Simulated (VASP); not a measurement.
Shape and ions are relaxed at each volume.

Energy against volume of MoSi₂ (MoSi2 type). Level of theory: rev-vdW-DF2, VASP's PBE PAW potentials (set 64) (plane waves; VASP 6.6.1).

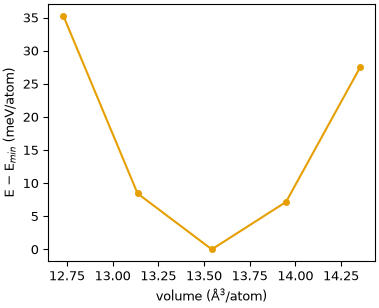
Energy against volume

**Question.** Estimate the equilibrium volume and the bulk modulus.

**Answer.** The minimum lies near 13.5 Å³/atom, and the curvature gives B0 of about 200 GPa.

The compound is MoSi2 in the MoSi2 type structure. It was relaxed first.
